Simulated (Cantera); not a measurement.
Charge: 1 mol Cu, 1.5 mol HF, held at 7.50 Torr.

Equilibrium computed with Cantera from the NASA thermochemical tables; the gas is ideal and each condensed phase is pure. Candidate condensed phases: Cu, CuF2; 15 gas species. The numbers say what is thermodynamically allowed, not how fast it happens.

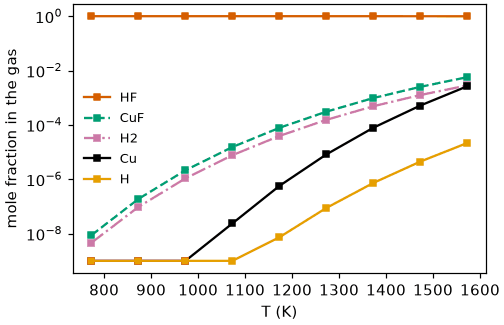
Equilibrium gas composition (values under 1e-9 drawn at 1e-9)

From 773 K to 1273 K the condensed part is Cu(s). From 1373 K to 1573 K the condensed part is Cu(l).
